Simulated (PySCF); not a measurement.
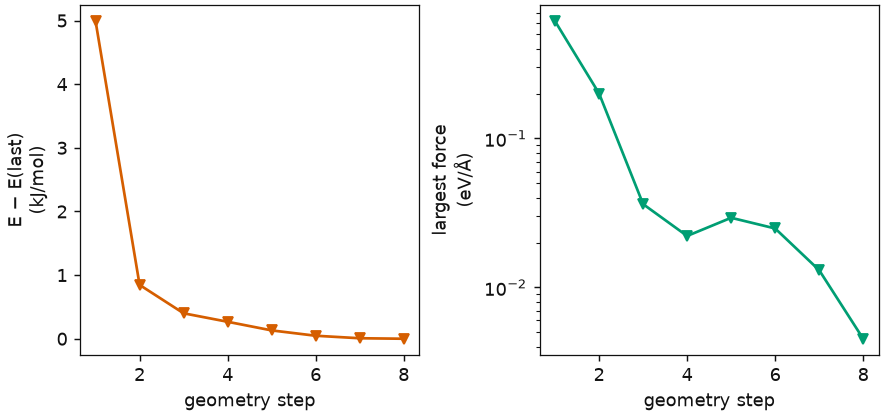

History of a geometry optimisation.

ethyl propyl sulfide (SMILES CCCSCC); PySCF 2.14.0, density fitting, PBE0-D3(BJ)/def2-SVP, geometry optimisation.

How did it end, and what did it gain?

Answer. The optimisation met its thresholds at geometry 8, counting the start as the first. The energy fell by about 5 kJ/mol from the first step to the last. The largest force goes from about 0.61 eV/Å at the start to 5 × 10⁻³ eV/Å at the end.

By which step was nine tenths of the energy gained?

Answer. By step 3 of 8.
